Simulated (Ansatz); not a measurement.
**C3H7F (SMILES CC(C)F): wB97X/cc-pVDZ**

Aim: the energy change on altering one bond length of C3H7F at wB97X/cc-pVDZ, from 2 runs. 

The results are computed with Ansatz 0.2.0.

55 further runs of the same task are left out: 55 set aside as unsound or not needed.

## 1. The system as given

C3H7F: 11 atoms, total charge 0, spin state singlet. SMILES: `CC(C)F`. The coordinates come from a PBE0-D4/def2-TZVP relaxation.

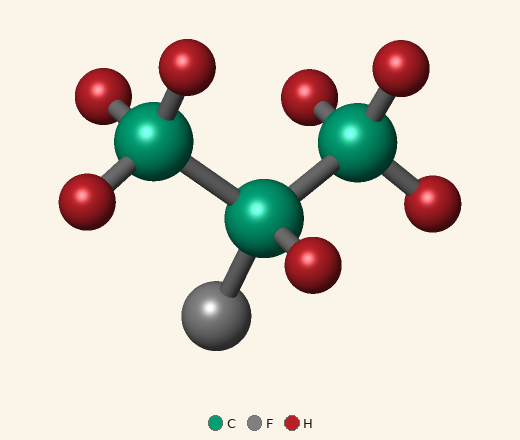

The structure, seen from a chosen angle (carbon teal, fluorine grey, hydrogen red).

## 2. A single-point energy at wB97X/cc-pVDZ

Input file job.yaml:

```yaml
crystal:
  periodic: [false, false, false]
  atoms:
    - symbol: C
      position_ang: [-0.234500, 1.045100, -0.703000]
    - symbol: C
      position_ang: [-0.479600, -0.306600, -0.081300]
    - symbol: C
      position_ang: [0.626400, -0.766200, 0.834700]
    - symbol: F
      position_ang: [-0.614100, -1.242400, -1.108400]
    - symbol: H
      position_ang: [-1.041900, 1.303400, -1.390000]
    - symbol: H
      position_ang: [-0.180600, 1.814100, 0.071000]
    - symbol: H
      position_ang: [0.707700, 1.043900, -1.256000]
    - symbol: H
      position_ang: [-1.436600, -0.307200, 0.453700]
    - symbol: H
      position_ang: [1.578500, -0.788700, 0.299400]
    - symbol: H
      position_ang: [0.417300, -1.766700, 1.216600]
    - symbol: H
      position_ang: [0.722800, -0.085600, 1.683800]
basis:
  gaussian: {orbitals: cc-pVDZ}
magnetization: {spin_polarized: false}
hamiltonian: {xc: {name: wB97X}}
accuracy: high
output: {orbitals: {seedname: orbitals}}
```

On the command line:

```console
ansatz run job.yaml --threads 1 --pin off --max-ram 3480MiB --events-out events.jsonl --progress --plain --runs-dir runs
```

The log of the run:

```text
Warning: RAYON_NUM_THREADS=1 ignored (pool sized by the plan → 1); use --threads N
Functional definition: wB97X
  name "wB97X"
  parameter omega = 0.3/bohr
  parameter cx = 0.157706
  parameter cx1 = 0.726479
  parameter cx2 = 1.04760
  parameter cx3 = -5.70635
  parameter cx4 = 13.2794
  parameter css1 = -4.33879
  parameter css2 = 18.2308
  parameter css3 = -31.7430
  parameter css4 = 17.2901
  parameter cos1 = 2.37031
  parameter cos2 = -11.3995
  parameter cos3 = 6.58405
  parameter cos4 = -3.78132
  exchange = spin_sum(e_x_unif_sr(omega)*poly(b97_u_x, 1 - cx, cx1, cx2, cx3, cx4)) + cx*exact_x_sr(omega)
      + exact_x_lr(omega)
  correlation = spin_sum(e_c_pw_same_spin*poly(b97_u_same, 1, css1, css2, css3, css4))
      + integral(e_c_pw_opposite_spin*poly(b97_u_opposite, 1, cos1, cos2, cos3, cos4))
2224 factors; integrals over basis functions are off by at most 3.6e-9 eV
359 factors; integrals over basis functions are off by at most 2.6e-9 eV
mean field evaluation 1: about -5938.3625 eV, gradient 3.5e1 eV
mean field evaluation 2: about -5939.8964 eV, gradient 2.4e1 eV
mean field evaluation 4: about -5940.9824 eV, gradient 1.5e0 eV
mean field evaluation 8: about -5941.1427 eV, gradient 3.4e-2 eV
mean field evaluation 16: about -5941.1427 eV, gradient 7.0e-6 eV
mean field -5941.14266345 eV, -218.3329658307 hartree, gradient 3.2e-8 eV, S^2 0.000000; 0 other end points of the search recorded, 0 dependent functions left out
reference -5941.14266076 eV, -218.3329657319 hartree; 17, 17 occupied and 74, 74 virtual orbitals, 2224 factors
Total energy: -5941.14266076 eV, -218.3329657319 hartree
```

It took 29 s on 1 thread of Arm Neoverse V1, shared host; peak memory 0.53 GiB.

## 3. The distorted shape

Input file molecule.yaml:

```yaml
crystal:
  periodic: [false, false, false]
  atoms:
    - {symbol: C, position_ang: [-0.375854, 1.045280, -0.620036]}
    - {symbol: C, position_ang: [-0.620954, -0.306420, 0.001664]}
    - {symbol: C, position_ang: [0.485046, -0.766020, 0.917664]}
    - {symbol: F, position_ang: [-0.755454, -1.242220, -1.025436]}
    - {symbol: H, position_ang: [-1.183254, 1.303580, -1.307036]}
    - {symbol: H, position_ang: [-0.321954, 1.814280, 0.153964]}
    - {symbol: H, position_ang: [0.707700, 1.043900, -1.256000]}
    - {symbol: H, position_ang: [-1.577954, -0.307020, 0.536664]}
    - {symbol: H, position_ang: [1.437146, -0.788520, 0.382364]}
    - {symbol: H, position_ang: [0.275946, -1.766520, 1.299564]}
    - {symbol: H, position_ang: [0.581446, -0.085420, 1.766764]}
basis:
  gaussian: {orbitals: cc-pVDZ}
output: {orbitals: {seedname: orbitals}}
accuracy: high
hamiltonian: {xc: {name: wB97X}}
```

On the command line:

```console
ansatz run molecule.yaml --threads 1 --pin off --max-ram 3480MiB --events-out events.jsonl --progress --plain --runs-dir runs
```

The log of the run, cut to the lines that bear on the results:

```text
Warning: RAYON_NUM_THREADS=1 ignored (pool sized by the plan → 1); use --threads N
Functional definition: wB97X
  name "wB97X"
[...]
      + exact_x_lr(omega)
[...]
      + integral(e_c_pw_opposite_spin*poly(b97_u_opposite, 1, cos1, cos2, cos3, cos4))
2225 factors; integrals over basis functions are off by at most 3.5e-9 eV
362 factors; integrals over basis functions are off by at most 2.5e-9 eV
[...]
mean field -5940.83610463 eV, -218.3217000018 hartree, gradient 2.9e-8 eV, S^2 0.000000; 0 other end points of the search recorded, 0 dependent functions left out
reference -5940.83610192 eV, -218.3216999024 hartree; 17, 17 occupied and 74, 74 virtual orbitals, 2225 factors
Total energy: -5940.83610192 eV, -218.3216999024 hartree
```

It took 29 s on 1 thread of Arm Neoverse V1, shared host; peak memory 0.53 GiB.

## 4. Summary of results

Level: wB97X/cc-pVDZ.

```
                                                         quantity          value
                                        first shape: total energy  -218.33297 Eh
                                         first shape: HOMO energy      -11.43 eV
                                         first shape: LUMO energy        4.07 eV
                                       first shape: HOMO–LUMO gap       15.51 eV
                                    distorted shape: total energy  -218.32170 Eh
                                     distorted shape: HOMO energy      -11.41 eV
                                     distorted shape: LUMO energy        3.99 eV
                                   distorted shape: HOMO–LUMO gap       15.39 eV
energy change with the C1–H7 bond stretched from 1.092 to 1.256 Å       0.307 eV
```

With the C1–H7 bond stretched from 1.092 to 1.256 Å the energy rises by 0.31 eV (7.1 kcal/mol). The first shape isn't relaxed at this level, so the change isn't measured from a minimum.
